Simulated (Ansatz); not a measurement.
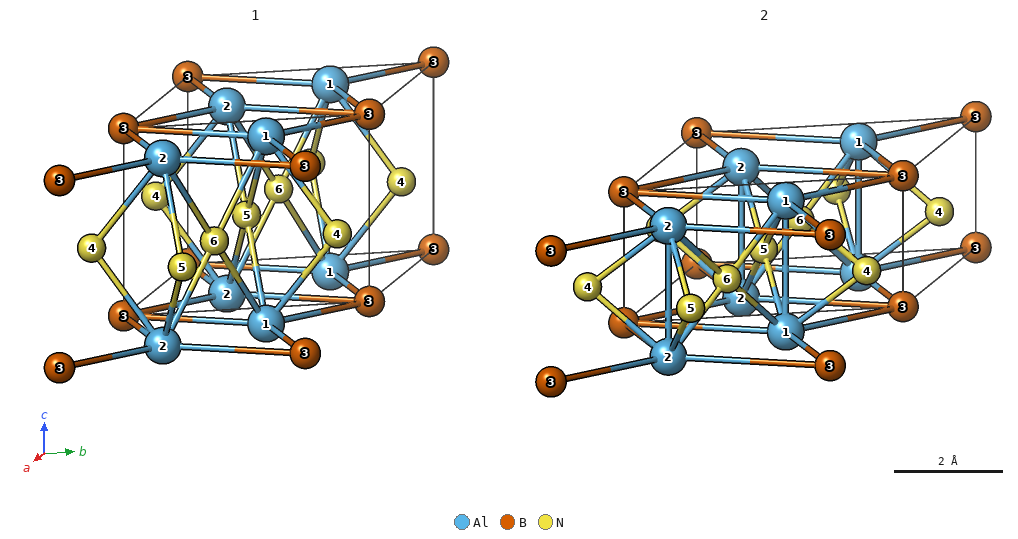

Two geometries of a crystal of Al₂BN₃ (a generated structure, set up in P6/mmm) (coarse preliminary run), drawn at one scale. One is the start of a relaxation, the other its converged end. Style: ball-and-stick. Shown: the cell of the calculation, repeated 2 × 1 × 1 with one cell outlined, slightly off an axis.

The calculation used DFT PBE, scalar-relativistic, plane waves, PAW (Ansatz). Set-up: plane-wave cutoff 420 eV; k-point mesh 6 × 6 × 6; occupations gaussian; smearing width 0.1 eV; no spin polarisation; cell and atoms relaxed; force threshold 0.04 eV/Å; at most 70 steps.

Which of the two is the end point?

Structure 2 is the relaxed one. No atom moves by more than 0.005 Å relative to the cell. Cell: a = b 4.729 → 5.371 Å (+13.6 %), c 3.554 → 2.485 Å (−30.1 %). Volume −9.8 %. Among the contacts that change: Al1–Al1 3.554 → 2.485 Å, Al1–B3 2.730 → 3.101 Å, Al1–N4 2.241 → 1.987 Å. Bond angles that change, for instance: Al1–N6–Al1 104.9° → 77.4°, Al1–N6–Al2 75.1° → 102.6°, N4–Al2–N4 104.9° → 77.4°. The space group stays P6/mmm (No. 191). After 15 accepted moves (20 points after the start) the energy has fallen by 4.632 eV per cell of the calculation. All forces vanish by symmetry, so only the cell relaxes. The pressure goes from −19.52 to 0.12 GPa. The line search rejected the trial steps at points 6, 13, 17 of the run. The SCF was repeated twice at an unchanged geometry on a basis and grid sized afresh for the cell, which shifted the energy by 90.3 meV per cell of the calculation at most. The run took 48 s on 1 thread of Arm Neoverse V1, on a shared host, peak memory 0.33 GiB.
